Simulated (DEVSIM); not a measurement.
Structure: Schottky contact on n-type Si, at 350 K.

```tsv
layer (left to right)	material	thickness (μm)	Nd (cm⁻³)	τn (s)	τp (s)
1	Si	0.390	1.9e16	5.3e-5	5.3e-5
```

Left contact: Schottky, work function 4.71 eV, emission velocity 1.7e6 cm/s. Right contact: ohmic. Voltage is applied to the left contact. Recombination: SRH at mid-gap, radiative. Gap narrowing is on: ΔEg = 6.92 meV × (l + √(l² + 0.5)), l = ln(N/1.3e17 cm⁻³), shared equally by both band edges. Mobility is constant in doping.

The device is made up for the run: typed textbook-type constants, with dimensions and the other settings drawn at random. Values at 300 K; Nc and Nv go as T^1.5, mobilities as T to minus their exponent, the gap by Varshni's rule with the affinity fixed.

| parameter | Si |
|---|---|
| gap (eV) | 1.124 |
| affinity (eV) | 4.05 |
| permittivity | 11.7 |
| Nc (cm⁻³) | 2.86e19 |
| Nv (cm⁻³) | 3.1e19 |
| μn (cm²/Vs) | 1417 |
| μp (cm²/Vs) | 470 |
| T exponent of μn | 2.3 |
| T exponent of μp | 2.2 |
| B (cm³/s) | 4.7e-15 |
| Varshni α (eV/K) | 0.000473 |
| Varshni β (K) | 636 |

Model (solved in DEVSIM): 1D drift-diffusion, Boltzmann statistics, complete ionisation; no tunnelling, impact ionisation, image-force lowering or self-heating. Metal contacts follow the ideal Schottky-Mott rule: no Fermi-level pinning, no interface dipoles.

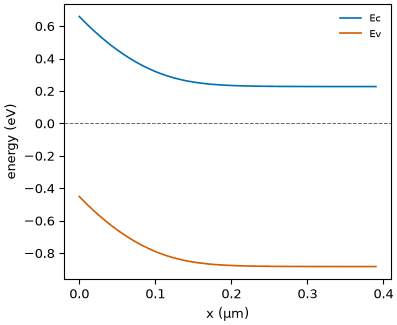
Band edges at zero bias

Energies count from the Fermi level of the right contact; mesh points crowd at the junctions.

```
x (μm)    Ec (eV)  Ev (eV)  n (cm⁻³)  p (cm⁻³)  field (V/cm)
--------  -------  -------  --------  --------  ------------
0.000       0.660   -0.450    1.1e10    1.3e13        -48000
0.005377    0.634   -0.476    2.7e10    5.5e12        -47000
0.01180     0.604   -0.506    7.2e10    2.0e12        -45000
0.01948     0.570   -0.539    2.2e11    6.7e11        -43000
0.03283     0.516   -0.594    1.3e12    1.1e11        -39000
0.04461     0.472   -0.638    5.8e12    2.6e10        -35000
0.05870     0.425   -0.685    2.7e13     5.4e9        -31000
0.08317     0.357   -0.753    2.6e14     5.6e8        -24000
0.1048      0.311   -0.798    1.2e15     1.2e8        -18000
0.1364      0.267   -0.843    5.1e15     2.9e7        -10000
0.1684      0.244   -0.866    1.1e16     1.3e7         -4800
0.2176      0.231   -0.878    1.7e16   8800000         -1200
0.2503      0.229   -0.881    1.8e16   8100000          -440
0.2776      0.228   -0.882    1.9e16   7900000          -190
0.3085      0.228   -0.882    1.9e16   7800000           -72
0.3263      0.228   -0.882    1.9e16   7800000           -42
0.3412      0.228   -0.882    1.9e16   7800000           -27
0.3537      0.228   -0.882    1.9e16   7800000           -19
0.3678      0.228   -0.882    1.9e16   7700000           -14
0.3759      0.228   -0.882    1.9e16   7700000           -12
0.3827      0.228   -0.882    1.9e16   7700000           -12
0.3900      0.228   -0.882    1.9e16   7700000           -11
```
